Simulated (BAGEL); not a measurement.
# BNH4 (SMILES BN) at RI-MP2/def2-TZVPP (density fitting with qzvpp-jkfit)

Aim: the energy change on altering one bond length of BNH4 at RI-MP2/def2-TZVPP (density fitting with qzvpp-jkfit), from 2 runs. 

The results are computed with BAGEL 1.2.2.

6 further runs of the same task are left out: 6 set aside as unsound or not needed. Runs told in other sessions of the task aren't counted.

### Step 1. The system as given

BNH4: 6 atoms, total charge 0, spin state singlet. SMILES: `BN`. The shape is that of a PBE0-D4/def2-TZVP optimisation.

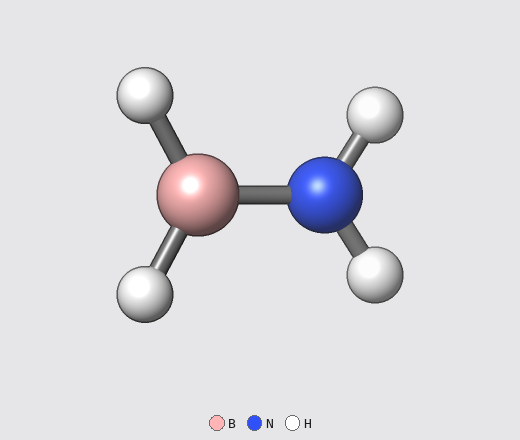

The structure, seen from a chosen angle (boron pink, nitrogen blue, hydrogen white).

### Step 2. A single-point energy at RI-MP2/def2-TZVPP (density fitting with qzvpp-jkfit)

The input, input.json:

```json
{ "bagel" : [

{
  "title" : "molecule",
  "basis" : "tzvpp",
  "df_basis" : "qzvpp-jkfit",
  "angstrom" : true,
  "geometry" : [
    { "atom" : "B", "xyz" : [   -0.128200,   -0.679600,   -0.025600 ] },
    { "atom" : "N", "xyz" : [    0.146100,    0.677400,    0.010800 ] },
    { "atom" : "H", "xyz" : [    0.225800,   -1.368000,    0.887500 ] },
    { "atom" : "H", "xyz" : [   -0.712000,   -1.128700,   -0.969200 ] },
    { "atom" : "H", "xyz" : [   -0.121600,    1.313700,   -0.720800 ] },
    { "atom" : "H", "xyz" : [    0.632000,    1.121400,    0.771300 ] }
  ]
},
{ "title" : "hf" },
{ "title" : "mp2", "ncore" : 2 }

]}
```

Launch:

```bash
BAGEL_NUM_THREADS=1 BAGEL input.json > input.out
```

Standard output:

```text
* using 1 threads per process

  ===============================================================
  ===============================================================

  *** Geometry ***

  { "atom" : "B", "xyz" : [     -0.242263,     -1.284258,     -0.048377 ] },
  { "atom" : "N", "xyz" : [      0.276089,      1.280100,      0.020409 ] },
  { "atom" : "H", "xyz" : [      0.426700,     -2.585145,      1.677132 ] },
  { "atom" : "H", "xyz" : [     -1.345485,     -2.132934,     -1.831523 ] },
  { "atom" : "H", "xyz" : [     -0.229791,      2.482533,     -1.362115 ] },
  { "atom" : "H", "xyz" : [      1.194307,      2.119139,      1.457546 ] },

  Number of auxiliary basis functions:      224

  Since a DF basis is specified, we compute 2- and 3-index integrals:
    o Being stored without compression. Storage requirement is 0.025 GB

  Number of basis functions:      118
  Number of electrons      :       16

    * METHOD: MOLECULE                             0.14

  *** RHF ***

  === Nuclear Repulsion ===
    32.3160930479

      * DIIS with orbital gradients will be used.

  === RHF iteration (tzvpp) ===
      0        -81.39858089          0.02086077           0.02
      1        -81.48944802          0.01215813           0.03
      2        -81.52866770          0.00157234           0.03
      3        -81.52964588          0.00016689           0.03
      4        -81.52965672          0.00004128           0.03
      5        -81.52965755          0.00000754           0.03
      6        -81.52965758          0.00000155           0.03
      7        -81.52965758          0.00000033           0.03
      8        -81.52965758          0.00000009           0.03
      9        -81.52965758          0.00000004           0.03
     10        -81.52965758          0.00000001           0.03
    * SCF iteration converged.

    * Permanent dipole moment:
           (   -0.134436,    -0.665680,    -0.017827) a.u.

    * METHOD: HF                                   0.40

  *** RHF ***

  === Nuclear Repulsion ===
    32.3160930479

      * DIIS with orbital gradients will be used.

  === RHF iteration (tzvpp) ===
      0        -81.52965758          0.00000000           0.02
    * SCF iteration converged.

    * Permanent dipole moment:
           (   -0.134436,    -0.665680,    -0.017827) a.u.

  === DF-MP2 calculation ===

    * freezing 2 orbitals
    * 3-index integral transformation done
    * assembly done

      MP2 correlation energy:   -0.3259260660      0.02

      MP2 total energy:        -81.8555836475

    * METHOD: MP2                                  0.09

  ===============================================================
```

Wall time 0.76 s (1 thread of Arm Neoverse N1, shared host).

### Step 3. The distorted shape, same level

The input, input.json:

```json
{ "bagel" : [

{
  "title" : "molecule",
  "basis" : "tzvpp",
  "df_basis" : "qzvpp-jkfit",
  "angstrom" : true,
  "geometry" : [
    { "atom" : "B", "xyz" : [   -0.169352,   -0.883187,   -0.031061 ] },
    { "atom" : "N", "xyz" : [    0.146100,    0.677400,    0.010800 ] },
    { "atom" : "H", "xyz" : [    0.184648,   -1.571587,    0.882039 ] },
    { "atom" : "H", "xyz" : [   -0.753152,   -1.332287,   -0.974661 ] },
    { "atom" : "H", "xyz" : [   -0.121600,    1.313700,   -0.720800 ] },
    { "atom" : "H", "xyz" : [    0.632000,    1.121400,    0.771300 ] }
  ]
},
{ "title" : "hf" },
{ "title" : "mp2", "ncore" : 2 }

]}
```

Launch:

```bash
BAGEL_NUM_THREADS=1 BAGEL input.json > input.out
```

Standard output:

```text
* using 1 threads per process

  ===============================================================
  ===============================================================

  *** Geometry ***

  { "atom" : "B", "xyz" : [     -0.320029,     -1.668982,     -0.058697 ] },
  { "atom" : "N", "xyz" : [      0.276089,      1.280100,      0.020409 ] },
  { "atom" : "H", "xyz" : [      0.348934,     -2.969869,      1.666812 ] },
  { "atom" : "H", "xyz" : [     -1.423251,     -2.517658,     -1.841842 ] },
  { "atom" : "H", "xyz" : [     -0.229791,      2.482533,     -1.362115 ] },
  { "atom" : "H", "xyz" : [      1.194307,      2.119139,      1.457546 ] },

  Number of auxiliary basis functions:      224

  Since a DF basis is specified, we compute 2- and 3-index integrals:
    o Being stored without compression. Storage requirement is 0.025 GB

  Number of basis functions:      118
  Number of electrons      :       16

    * METHOD: MOLECULE                             0.14

  *** RHF ***

  === Nuclear Repulsion ===
    30.0578892934

      * DIIS with orbital gradients will be used.

  === RHF iteration (tzvpp) ===
      0        -81.35605321          0.02126125           0.02
      1        -81.44763358          0.01398148           0.03
      2        -81.50334993          0.00160457           0.03
      3        -81.50454198          0.00015709           0.03
      4        -81.50455430          0.00003980           0.03
      5        -81.50455513          0.00001006           0.03
      6        -81.50455523          0.00000381           0.03
      7        -81.50455525          0.00000100           0.03
      8        -81.50455525          0.00000049           0.03
      9        -81.50455525          0.00000009           0.03
     10        -81.50455525          0.00000002           0.03
     11        -81.50455525          0.00000001           0.03
    * SCF iteration converged.

    * Permanent dipole moment:
           (   -0.064481,    -0.319578,    -0.008548) a.u.

    * METHOD: HF                                   0.43

  *** RHF ***

  === Nuclear Repulsion ===
    30.0578892934

      * DIIS with orbital gradients will be used.

  === RHF iteration (tzvpp) ===
      0        -81.50455525          0.00000000           0.02
    * SCF iteration converged.

    * Permanent dipole moment:
           (   -0.064481,    -0.319578,    -0.008548) a.u.

  === DF-MP2 calculation ===

    * freezing 2 orbitals
    * 3-index integral transformation done
    * assembly done

      MP2 correlation energy:   -0.3280647787      0.02

      MP2 total energy:        -81.8326200260

    * METHOD: MP2                                  0.09

  ===============================================================
```

It took 0.8 s on 1 thread of Arm Neoverse N1, shared host.

### Step 4. What came out

Level: RI-MP2/def2-TZVPP (density fitting with qzvpp-jkfit), 2 core orbitals frozen.

| quantity | value |
| --- | --- |
| first shape: total energy | -81.85558 Eh |
| first shape: correlation energy (2 core orbitals frozen) | -325.9 mEh |
| distorted shape: total energy | -81.83262 Eh |
| distorted shape: correlation energy (2 core orbitals frozen) | -328.1 mEh |
| energy change with the B1–N2 bond stretched from 1.385 to 1.593 Å | 0.625 eV |

**Reading.** With the B1–N2 bond stretched from 1.385 to 1.593 Å the energy rises by 0.62 eV (14.4 kcal/mol). The first shape isn't relaxed at this level, so the change isn't measured from a minimum.
